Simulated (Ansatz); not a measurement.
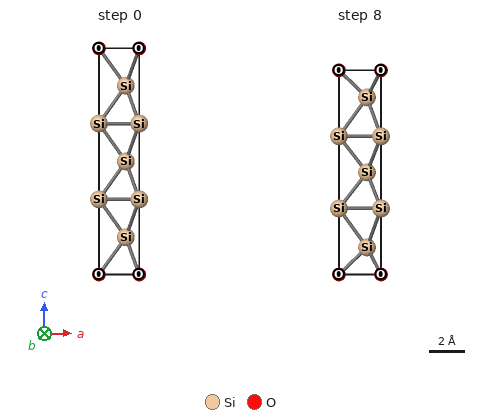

The structure of a crystal of Si$_{5}$O (a generated structure, set up in P-6m2) (coarse preliminary run) before (left) and after (right) a relaxation, at one scale.

Style: ball-and-stick. Shown: the cell of the calculation, along the b axis.

These are results of DFT PBE, scalar-relativistic, plane waves, PAW in Ansatz, not measurements.

Input
```yaml
crystal:
  lattice:
    - [2.6645594, 0.0, 0.0]
    - [-1.3322797, 2.30757613, 0.0]
    - [0.0, 0.0, 12.95173254]
  atoms:
    - { symbol: Si, position: [0.66666667, 0.33333333, 0.83533365] }
    - { symbol: Si, position: [0.0, 0.0, 0.66764224] }
    - { symbol: Si, position: [0.66666667, 0.33333333, 0.5] }
    - { symbol: Si, position: [0.0, 0.0, 0.33235776] }
    - { symbol: Si, position: [0.66666667, 0.33333333, 0.16466635] }
    - { symbol: O, position: [0.0, 0.0, 0.0], spin: 1.0 }
basis:
  ecutwfc: 420
kpoints:
  mp_grid: { grid: [6, 6, 2] }
hamiltonian:
  xc: pbe
scf:
  occupations: { method: gaussian, width: 0.1 }
  lower_state_search: "off"
output:
  forces: true
  stress: true
  eigenvalues: true
  populations: true
magnetization:
  spin_polarized: true
relax:
  adjacent_minimum: "off"
  f_tol: 0.04
  max_steps: 70
  cell: { stress_tol: 0.4 }
```

Command:
```bash
ansatz run input.yaml --threads 1 --pin off --max-ram 2560MiB --backend cpu --events-out ev --progress --plain --runs-dir out
```

**Describe what moved and what it gained.**

The largest moves relative to the cell, 0.37 Å, are those of Si1 and Si5. Si1 goes along +c. O stays in place. The volume changes by −1.6 %, with a = b 2.665 → 2.781 Å (+4.4 %), c 12.952 → 11.697 Å (−9.7 %). Among the contacts that change: Si1–Si5 4.265 → 3.103 Å, Si1–O6 2.630 → 2.233 Å, Si1–Si1 2.665 → 2.781 Å, Si1–Si2 2.662 → 2.748 Å. The space group stays P-6m2 (No. 187). Over 7 accepted moves (8 points after the start) the energy falls by 2.513 eV per cell of the calculation. Largest force component: 2.1 eV/Å at the start, 0.011 eV/Å at the end. The pressure goes from −1.12 to 0.06 GPa. At 1 point the geometry stayed and the basis and grid were re-selected for the new cell (energy shift of 6.0 meV per cell of the calculation at most each time). The program noted that the starting moments weren't kept. Cost: 120 s on 1 thread of Intel(R) Xeon(R) Processor @ 2.50GHz (Skylake/Cascade Lake) (shared host), peak memory 0.35 GiB.

Limits of the set-up: the k-point mesh is coarse for a cell with partly filled bands.
